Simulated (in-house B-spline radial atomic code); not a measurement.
# Cd²³⁺: ionisation energy by several methods

How far do functionals differ on the ionisation energy of Cd²³⁺? Each run solves Cd²³⁺ and then the next ion ([Ar] 3d6).

The numbers are computed with in-house B-spline radial atomic code version 1 (non-relativistic, several functionals, spin-polarised, exact exchange averaged over the configuration; spherical all-electron atom at the radial basis limit), except any that are marked as measured or tabulated.

### 1 The system

| Property | Result |
| --- | --- |
| element | cadmium (Z = 48) |
| charge | +23 |
| electrons | 25 |
| configuration | [Ar] 3d7 |
| nucleus | point |

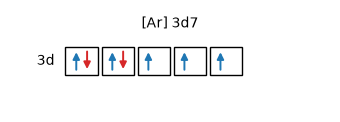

The shells outside the core, filled by Hund's rule for the drawing.

Where spins are not typed, each open shell is filled with up spins first.

### 2 LC-ωPBE

The run's settings:

```ini
Z = 48
electrons = 25.0
configuration = [Ar] 3d7
hamiltonian = nr
method = lc_wpbe
spin_polarised = True
exact_exchange = averaged over the configuration
```

Run with:

```bash
python run_scf.py task.json out
```

task.json lists these runs, among others, and the program works through them in turn.

### 3 M06-2X

Changes to the settings of step 2:

```diff
@@ -4,3 +4,3 @@
 hamiltonian = nr
-method = lc_wpbe
+method = m062x
 spin_polarised = True
```

### 4 TPSSh

Changes to the settings of step 3:

```diff
@@ -4,3 +4,3 @@
 hamiltonian = nr
-method = m062x
+method = tpssh
 spin_polarised = True
```

Q: The tabulated ionisation energy is 1167 ± 4 eV (tabulated theoretical; NIST Atomic Spectra Database). What does each method give, and which comes nearest?

As calculated:

| method | rung | total energy (hartree) | ΔSCF (eV) | −ε highest (eV) | ΔSCF less tabulated (eV) |
| --- | --- | --- | --- | --- | --- |
| M06-2X | global hybrid | -5187.1097 | 1170.40 | 1156.42 (3d down) | +3.40 |
| TPSSh | global hybrid | -5186.5934 | 1168.95 | 1138.48 (3d down) | +1.95 |
| LC-ωPBE | range-separated hybrid | -5186.1210 | 1169.17 | 1140.96 (3d down) | +2.17 |

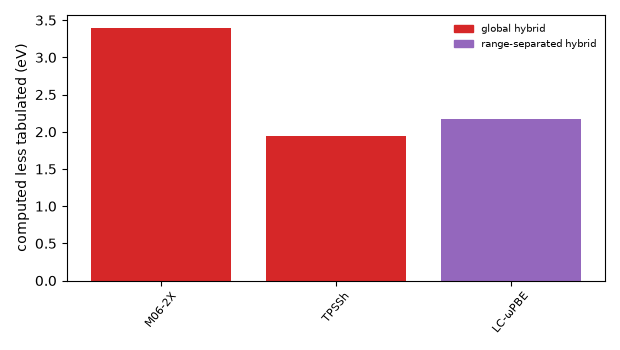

Error of each method against the tabulated value; one colour a rung.

The tabulated ionisation energy is 1167 ± 4 eV (tabulated theoretical; NIST Atomic Spectra Database). TPSSh comes nearest (+1.95 eV) and M06-2X is farthest (+3.40 eV, 0.29 %). The table's own uncertainty is as large as these misses, so the order means little. These runs lack relativity altogether, which can outweigh the gaps between the methods, so the nearest may be so by luck. These runs leave out relativity, which matters at this nuclear charge. Open shells are averaged (over orientations, and over spins where the run is restricted), while tables refer to the lowest levels.
